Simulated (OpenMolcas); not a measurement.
# Run report: BH$_{2}$S, single-point calculation

BH$_{2}$S, multiplicity 4, computed with B3LYP/STO-3G, UKS (OpenMolcas 26.06).

The geometry is that of the parent species in another charge or spin state. The geometry comes from this level: GFN2-xTB.

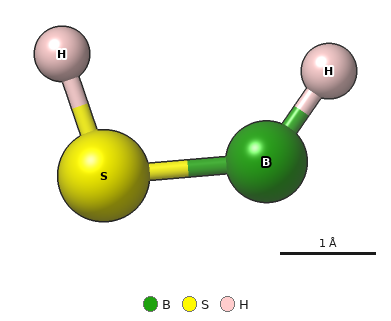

The input geometry (ball-and-stick view, seen on its broad side).

The input
```
* BH2S Kohn-Sham DFT
>>> EXPORT MOLCAS_PRINT=2

&GATEWAY
 BASLIB
 $CurrDir
 COORD
 geom.xyz
 BASIS
 STO-3G
 GROUP
 NoSym

&SEWARD
 GRIDINPUT
 Grid=UltraFine
 End of Grid

&SCF
 UHF
 SPIN
 4
 KSDFT
 B3LYP
 THRESHOLDS
 1e-10 1e-07 1e-07 1e-05
 PRORBITALS
 1 1
```

File geom.xyz
```
4

B      0.385960    -0.347990     0.780090
S     -0.038390     1.109810    -0.031020
H      0.247360    -1.448620     0.442720
H     -0.594920     0.686800    -1.191790
```

Machine: 1 thread of Intel Xeon (Granite Rapids), 64 GiB of memory available, shared host.

Launch command:
```bash
export MOLCAS_MEM=1860
pymolcas test.inp > test.log
```

Log
```
--- Start Module: gateway ---

                                              &GATEWAY

                       available to each process: 1.9 GB of memory, 1 thread

 Basis Set     1 Label: B.STO-3G
 Basis set is read from library:.
 basistype.tbl is not found

 Basis Set     2 Label: S.STO-3G
 Basis set is read from library:.
 basistype.tbl is not found

 Basis Set     3 Label: H.STO-3G
 Basis set is read from library:.
 basistype.tbl is not found

++    Symmetry information:
      ---------------------

                    Character Table for C1

                             E
                    a        1  x, y, xy, Rz, z, xz, Ry, yz, Rx, I
--

++    Basis set information:
      ----------------------

      Basis set label: B.STO-3G.........

      Electronic valence basis set:
      ------------------
      Associated Effective Charge   5.000000 au
      Associated Actual Charge      5.000000 au
      Nuclear Model: Point charge

      Shell  nPrim  nBasis  Cartesian Spherical Contaminant
         s       6       2        X
         p       3       1        X

      Basis set label: S.STO-3G.........

      Electronic valence basis set:
      ------------------
      Associated Effective Charge  16.000000 au
      Associated Actual Charge     16.000000 au
      Nuclear Model: Point charge

      Shell  nPrim  nBasis  Cartesian Spherical Contaminant
         s       9       3        X
         p       6       2        X

      Basis set label: H.STO-3G.........

      Electronic valence basis set:
      ------------------
      Associated Effective Charge   1.000000 au
      Associated Actual Charge      1.000000 au
      Nuclear Model: Point charge

      Shell  nPrim  nBasis  Cartesian Spherical Contaminant
         s       3       1        X
--

++    Molecular structure info:
      -------------------------

                    ************************************************
                    **** Cartesian Coordinates / bohr, angstrom ****
                    ************************************************

     Center  Label                x              y              z                     x              y              z
        1      B1               0.729359      -0.657606       1.474156              0.385960      -0.347990       0.780090
        2      S2              -0.072547       2.097237      -0.058619             -0.038390       1.109810      -0.031020
        3      H3               0.467443      -2.737495       0.836620              0.247360      -1.448620       0.442720
        4      H4              -1.124236       1.297864      -2.252157             -0.594920       0.686800      -1.191790

                    ***************************************
                    *    InterNuclear Distances / bohr    *
                    ***************************************

               1 B1            2 S2            3 H3            4 H4
    1 B1       0.000000
    2 S2       3.252939        0.000000
    3 H3       2.191117        4.946481        0.000000
    4 H4       4.598378        2.560596        5.325233        0.000000

                    *******************************************
                    *    InterNuclear Distances / angstrom    *
                    *******************************************

               1 B1            2 S2            3 H3            4 H4
    1 B1       0.000000
    2 S2       1.721381        0.000000
    3 H3       1.159489        2.617565        0.000000
    4 H4       2.433357        1.355009        2.817992        0.000000
--

            Nuclear Potential Energy             37.63337826 au

--- Stop Module: gateway /rc=_RC_ALL_IS_WELL_ ---

--- Start Module: seward ---

                                              &SEWARD

                       available to each process: 1.9 GB of memory, 1 thread

               SEWARD will generate:
                  Multipole Moment integrals up to order  2
                  Kinetic Energy integrals
                  Nuclear Attraction integrals (point charge)
                  One-Electron Hamiltonian integrals
                  Velocity integrals
                  Orbital angular momentum around (  0.1122   1.2970   0.2873 )
                  Velocity quadrupole around (  0.1122   1.2970   0.2873 )
                  Two-Electron Repulsion integrals

                   Integrals are discarded if absolute value <: 1.00E-14
                   Integral cutoff threshold is set to       <: 1.00E-16

            Nuclear Potential Energy             37.63337826 au

      Basis set specifications :
      Symmetry species         a
      Basis functions           16

--- Stop Module: seward /rc=_RC_ALL_IS_WELL_ ---

--- Start Module: scf ---

                                                &SCF

                       available to each process: 1.9 GB of memory, 1 thread

++    Input section:
      --------------

      Header of the integral files:

      Cartesian coordinates in angstrom:
      -----------------------------------------------------
      No.  Label        X            Y            Z
      -----------------------------------------------------
       1   B1         0.38596000  -0.34799000   0.78009000
       2   S2        -0.03839000   1.10981000  -0.03102000
       3   H3         0.24736000  -1.44862000   0.44272000
       4   H4        -0.59492000   0.68680000  -1.19179000
      -----------------------------------------------------
      Nuclear repulsion energy =   37.63337826
--

++    Orbital specifications:
      -----------------------

      Symmetry species               1
                                     a
      Frozen orbitals                0
      Start temperature = 0.500
      End temperature   = 0.010
      Temperature Factor= 0.460
      Deleted orbitals               0
      Total number of orbitals      16
      Number of basis functions     16
--

      Molecular charge                           0.000

      Numerical integration parameters
      --------------------------------
      Radial quadrature type:                         MHL
      Size of radial grid:                            99
      Lebedev angular grid:                           41
      Angular grid pruned with the crowding factor:  1.00E+10
                                 and fading factor:  1.00E+01
      Screening threshold for integral computation:   1.00E-11
      Radial quadrature accuracy:                     1.00E-25
      Maximum batch size:                             128
      AO values are stored on disk
      The same grid will be used for all iterations.

      DFT functional specifications
      -----------------------------
      Using Libxc version: 6.2.2
      Please cite the following reference:
      S. Lehtola, C. Steigemann, M. J.T. Oliveira, and M. A.L. Marques.,  SoftwareX 7, 1–5 (2018) doi:10.1016/j.softx.2017.11.002

      * B3LYP

++    Optimization specifications:
      ----------------------------

      SCF Algorithm: Conventional USCF
      D(i)-D(i-1) density differences are used
      Number of density matrices in core                 5
      Maximum number of NDDO SCF iterations            400
      Maximum number of HF SCF iterations              400
      Threshold for SCF energy change             1.00E-10
      Threshold for density matrix                1.00E-07
      Threshold for Fock matrix                   1.00E-07
      Threshold for linear dependence             1.00E-09
      Threshold at which DIIS is turned on        1.50E-01
      Maximum depth in the DIIS procedure                5
      Maximum depth in the BFGS Hessian update          30
      Threshold at which QNR/C2DIIS is turned on  7.50E-02
      Threshold for Norm(delta) (QNR/C2DIIS)      1.00E-05
      All orbitals punched on: UHFORB
--

      Input vectors read from INPORB
      Orbital file label: *Guess orbitals

++ Convergence information
                               UHF B3LYP      iterations: Energy and convergence statistics

Iter     Tot. B3LYP      One-elec.       Two-elec.     Energy      Max Dij or  Max Fij      DNorm      TNorm      AccCon     Time
         Energy          Energy          Energy        Change      Delta Norm                                                in Sec.
   1  -416.953935548  -675.539767575   220.952453764   0.00E+00    1.13E-01*   4.98E-01*    8.54E+00   8.15E+01   None         0.
   2  -418.130246335  -682.859698923   227.096074325  -1.18E+00*   5.59E-01*   2.14E-01*    3.80E+00   8.28E+01   EDIIS        0.
   3  -417.769325004  -672.823010526   217.420307259   3.61E-01*   6.35E-02*   1.90E-01*    4.41E+00   8.06E+01   EDIIS        0.
   4  -419.103385267  -679.622166872   222.885403342  -1.33E+00*   1.33E-01*   3.57E-02*    2.62E+00   8.20E+01   EDIIS        0.
   5  -419.170452076  -678.085933862   221.282103523  -6.71E-02*   5.28E-01*   9.26E-02*    1.68E+00   8.16E+01   EDIIS        0.
   6  -419.067163793  -681.447540878   224.746998822   1.03E-01*   2.06E-01*   2.51E-02*    1.92E+00   8.24E+01   EDIIS        0.
   7  -419.211813216  -678.488019131   221.642827651  -1.45E-01*   9.55E-02*   2.45E-02*    8.91E-01   8.17E+01   EDIIS        0.
   8  -419.214229610  -678.660791801   221.813183928  -2.42E-03*   8.33E-02*   2.06E-02*    3.22E-01   8.17E+01   EDIIS        0.

       Fermi aufbau procedure completed!
      nOcc(alpha)=   13
      nOcc(beta) =   10

   9  -419.214567396  -678.579622340   221.731676680  -3.38E-04*   5.93E-03*   8.84E-03*    2.45E-01   8.17E+01   c2DIIS       0.
  10  -419.214906556  -678.614143887   221.765859068  -3.39E-04*   3.42E-03*   5.35E-04*    1.91E-02   8.17E+01   QNRc2DIIS    0.
  11  -419.214907645  -678.610690825   221.762404916  -1.09E-06*   1.58E-03*   2.28E-04*    6.98E-03   8.17E+01   QNRc2DIIS    0.
  12  -419.214908000  -678.612285676   221.763999413  -3.54E-07*   3.83E-04*   5.54E-05*    3.53E-03   8.17E+01   QNRc2DIIS    0.
  13  -419.214908012  -678.612200403   221.763914128  -1.20E-08*   1.77E-04*   1.41E-05*    7.04E-04   8.17E+01   QNRc2DIIS    0.
  14  -419.214908013  -678.612145552   221.763859275  -1.61E-09*   2.18E-04*   3.82E-06*    2.72E-04   8.17E+01   QNRc2DIIS    0.
  15  -419.214908014  -678.612190385   221.763904108  -7.43E-10*   7.06E-05*   3.23E-06*    3.03E-04   8.17E+01   QNRc2DIIS    0.
  16  -419.214908014  -678.612156968   221.763870690  -1.99E-10*   2.62E-04*   1.90E-06*    9.85E-05   8.17E+01   QNRc2DIIS    0.
  17  -419.214908015  -678.612182958   221.763896680  -2.93E-10*   6.11E-06    8.82E-07*    3.61E-04   8.17E+01   QNRc2DIIS    0.
  18  -419.214908015  -678.612172237   221.763885959  -5.23E-12    1.99E-06    1.48E-07*    1.10E-05   8.17E+01   QNRc2DIIS    0.
  19  -419.214908015  -678.612173306   221.763887028  -1.14E-13    8.33E-07    1.14E-08     3.76E-06   8.17E+01   QNRc2DIIS    0.

       Convergence after  19 Iterations
--

 *****************************************************************************************************************************
 *                                             SCF/KS-DFT Program, Final results                                             *
 *                                                       Final Results                                                       *
 *****************************************************************************************************************************

::    Total KS-DFT energy                            -419.2149080147
      One-electron energy                            -678.6121733065
      Two-electron energy                             221.7638870285
      Nuclear repulsion energy                         37.6333782634
      Kinetic energy (interpolated)                   413.9399508037
      Virial theorem                                    1.0127432909
      Total spin, S(S+1)                                3.7549194646
      Total spin, S                                     1.5012294882
      Max non-diagonal density matrix element           0.0000008065
      Max non-diagonal Fock matrix element              0.0000000239

      All orbitals with orbital energies smaller than  E(LUMO)+0.5 are printed

++    Molecular orbitals:
      -------------------

      Title: UKS-DFT orbitals (alpha)

      Molecular orbitals for symmetry species 1: a

          Orbital            1         2         3         4         5         6         7         8         9        10
          Energy          -87.9077   -7.7831   -6.3285   -5.7359   -5.7289   -5.7189   -0.7761   -0.4596   -0.3621   -0.3259
          Occ. No.          1.0000    1.0000    1.0000    1.0000    1.0000    1.0000    1.0000    1.0000    1.0000    1.0000

          Orbital           11        12        13        14        15        16
          Energy           -0.2452   -0.0352    0.0359    0.1780    0.3970    0.6618
          Occ. No.          1.0000    1.0000    1.0000    0.0000    0.0000    0.0000

--

      All orbitals with orbital energies smaller than  E(LUMO)+0.5 are printed

++    Molecular orbitals:
      -------------------

      Title: UKS-DFT orbitals (beta)

      Molecular orbitals for symmetry species 1: a

          Orbital            1         2         3         4         5         6         7         8         9        10
          Energy          -87.9016   -7.7751   -6.2978   -5.7254   -5.7148   -5.7122   -0.7234   -0.4232   -0.3281   -0.2236
          Occ. No.          1.0000    1.0000    1.0000    1.0000    1.0000    1.0000    1.0000    1.0000    1.0000    1.0000

          Orbital           11        12        13        14
          Energy           -0.1501    0.1559    0.2558    0.2659
          Occ. No.          0.0000    0.0000    0.0000    0.0000

--

++    Molecular charges:
      ------------------

      Mulliken charges per centre and basis function type
      ---------------------------------------------------

                            B1                      S2                      H3                      H4
                     alpha        beta       alpha        beta       alpha        beta       alpha        beta
      1s           1.6631      1.3321      2.9595      2.9324      0.5196      0.5847      0.5433      0.4392
      2px          0.9261      0.0111      1.9113      1.1082      0.0000      0.0000      0.0000      0.0000
      2pz          0.6991      0.0469      1.6260      1.4551      0.0000      0.0000      0.0000      0.0000
      2py          0.3591      0.2914      1.7929      1.7988      0.0000      0.0000      0.0000      0.0000
      Total        3.6474      1.6815      8.2897      7.2946      0.5196      0.5847      0.5433      0.4392
      Total              5.3289                 15.5843                  1.1043                  0.9825

      Charge           -0.3289                  0.4157                 -0.1043                  0.0175

      Total electronic charge=   23.000000

      Total            charge=   -0.000000
--

++    Molecular orbitals:
      -------------------

      Title: Natural orbitals

      Molecular orbitals for symmetry species 1: a

          Orbital            1         2         3         4         5         6         7         8         9        10
          Energy          -87.9046   -7.7781   -6.3062   -5.7240   -5.7267   -5.7163   -0.6456   -0.3529   -0.4592   -0.3190
          Occ. No.          2.0000    2.0000    2.0000    2.0000    2.0000    2.0000    2.0000    1.9998    1.9997    1.9981

          Orbital           11        12        13        14        15        16
          Energy           -0.2379    0.0715    0.1508    0.4055    0.3891    0.5194
          Occ. No.          1.0000    1.0000    1.0000    0.0019    0.0003    0.0002

--

++    Molecular properties:
      ---------------------

      Charge (e):
                      =   -0.0000
      Dipole Moment (debye):
      Origin of the operator (angstrom)=    0.0594    0.6864    0.1520
                   X= -1.2251E+00               Y=  3.2994E+00               Z= -2.3727E+00           Total=  4.2446E+00
      Quadrupole Moment (debye*angstrom):
      Origin of the operator (angstrom)=    0.0594    0.6864    0.1520
                  XX= -1.6878E+01              XY=  1.0370E+00              XZ= -3.6814E-01              YY= -2.2399E+01
                  YZ=  1.8960E+00              ZZ= -1.7357E+01
      In traceless form (debye*angstrom)
                  XX=  3.0002E+00              XY=  1.5555E+00              XZ= -5.5222E-01              YY= -5.2819E+00
                  YZ=  2.8440E+00              ZZ=  2.2817E+00
--

--- Stop Module: scf /rc=_RC_ALL_IS_WELL_ ---
--- Module scf spent 3 seconds ---

.##################.
.# Happy landing! #.
.##################.

    Timing: Wall=4.17 User=3.56 System=0.60
```

Summary

```tsv
quantity	value
outcome	converged
total energy	−419.214908 hartree
basis functions	16
⟨S²⟩	3.755
dipole moment	4.24 debye
wall time	4.5 s
peak memory	0.37 GiB
```
